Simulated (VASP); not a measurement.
Band structure of AgI (wurtzite). Level of theory: PBE GGA, VASP's PBE PAW potentials (set 64) (plane waves; VASP 6.6.1).

Unless said otherwise, spin-orbit coupling is left out, though it shifts the bands of the heavy elements here.

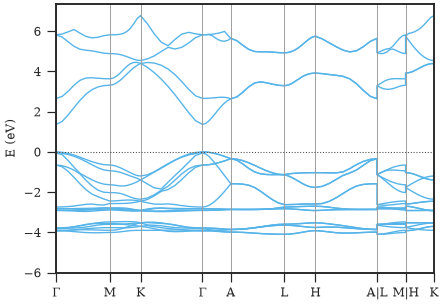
Figure. Bands along high-symmetry lines, zero at the valence-band maximum or, without a gap, the Fermi level

Problem. Read the plot: is there a gap, and where are the band edges?

Solution. The gap is direct, 1.37 eV, from the valence maximum at Γ to the conduction minimum at Γ. (Edges off the drawn lines would not show.)

The compound is AgI in the wurtzite structure. It was relaxed first.
